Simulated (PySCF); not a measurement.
# HOF (hypofluorous acid): SVWN5/aug-cc-pVTZ

What is the energy change on altering one bond length of HOF (hypofluorous acid) at SVWN5/aug-cc-pVTZ? The job is set up through a Python script.

The results are computed with PySCF 2.14.0.

1 further run of the same task is left out (set aside as unsound or not needed).

### 1 The molecule

The species is HOF (3 atoms), meant as a singlet with charge 0. As SMILES, `OF`. The shape is that of a GFN2-xTB optimisation.

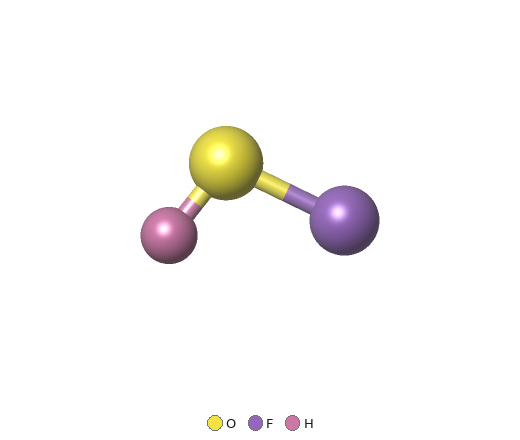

The structure, seen from a chosen angle (oxygen yellow, fluorine purple, hydrogen pink).

### 2 The energy at SVWN5/aug-cc-pVTZ

Contents of input.py:

```python
from pyscf import gto, dft

molecule = gto.M(
    atom='''
O      0.783159    -0.372541     0.394575
F     -0.400622     1.928352    -0.009108
H     -0.382537    -1.555812    -0.385466
''',
    max_memory=1860,
    verbose=3,
    basis='aug-cc-pvtz',
    unit='bohr',
)

mf = dft.RKS(molecule)
mf.xc = 'svwn'
mf.grids.level = 5
mf.conv_tol = 1e-10
mf.kernel()
if not mf.converged:
    mf = mf.newton().run(mf.mo_coeff, mf.mo_occ)

energy = mf.e_tot
print('E = %.10f Eh' % energy)
```

Run with:

```bash
OMP_NUM_THREADS=1 python input.py
```

Log:

```text
converged SCF energy = -174.443556104213
E = -174.4435561042 Eh
```

Wall time 6.6 s (1 thread of Arm Neoverse V1, shared host); peak memory 0.4 GiB.

### 3 The distorted shape, same level

Contents of run.py:

```python
from pyscf import gto, dft

system = gto.M(
    atom='O 0.506939 -0.103237 0.270703; F -0.119491 1.114343 0.057083; H -0.202430 -0.823300 -0.203980',
    max_memory=1860,
    basis='aug-cc-pvtz',
    charge=0,
    verbose=4,
)

ks = dft.RKS(system, xc='svwn')
ks.conv_tol = 1e-10
ks.grids.level = 5
ks.kernel()
if not ks.converged:
    ks = ks.newton().run(ks.mo_coeff, ks.mo_occ)

e_final = ks.e_tot
print('E = %.10f Eh' % e_final)
```

Run with:

```bash
OMP_NUM_THREADS=1 python run.py
```

Log:

```text
PySCF version 2.14.0

[INPUT] num. atoms = 3
[INPUT] num. electrons = 18
[INPUT] charge = 0
[INPUT] spin (= nelec alpha-beta = 2S) = 0
[INPUT] symmetry False subgroup None
[INPUT] Mole.unit = angstrom
[INPUT] Symbol           X                Y                Z      unit          X                Y                Z       unit  Magmom
[INPUT]  1 O      0.506939000000  -0.103237000000   0.270703000000 AA    0.957975871861  -0.195089655922   0.511554531098 Bohr   0.0
[INPUT]  2 F     -0.119491000000   1.114343000000   0.057083000000 AA   -0.225805264350   2.105803078826   0.107871236369 Bohr   0.0
[INPUT]  3 H     -0.202430000000  -0.823300000000  -0.203980000000 AA   -0.382537259396  -1.555811518354  -0.385466334889 Bohr   0.0

nuclear repulsion = 33.7176636152388
number of shells = 35
number of NR pGTOs = 141
number of NR cGTOs = 115
basis = aug-cc-pvtz
ecp = {}

[... 55 lines left out ...]
converged SCF energy = -174.432670318889
E = -174.4326703189 Eh
```

It took 7.2 s on 1 thread of Arm Neoverse V1, shared host; peak memory 0.4 GiB.

### 4 Summary of results

At SVWN5/aug-cc-pVTZ:

| quantity | value |
| --- | --- |
| first shape: total energy | -174.44356 Eh |
| first shape: dipole moment | 1.88 D |
| first shape: HOMO energy | -7.27 eV |
| first shape: LUMO energy | -2.84 eV |
| first shape: HOMO–LUMO gap | 4.42 eV |
| distorted shape: total energy | -174.43267 Eh |
| distorted shape: dipole moment | 2.00 D |
| distorted shape: HOMO energy | -7.10 eV |
| distorted shape: LUMO energy | -2.77 eV |
| distorted shape: HOMO–LUMO gap | 4.33 eV |
| energy change with the O1–H3 bond stretched from 0.971 to 1.117 Å | 0.296 eV |

In words: With the O1–H3 bond stretched from 0.971 to 1.117 Å the energy rises by 0.30 eV (6.8 kcal/mol). The first shape isn't relaxed at this level, so the change isn't measured from a minimum. Mulliken charges (first shape) run from -0.16 on F2 to +0.22 on H3; in a basis this large or diffuse they mean little.
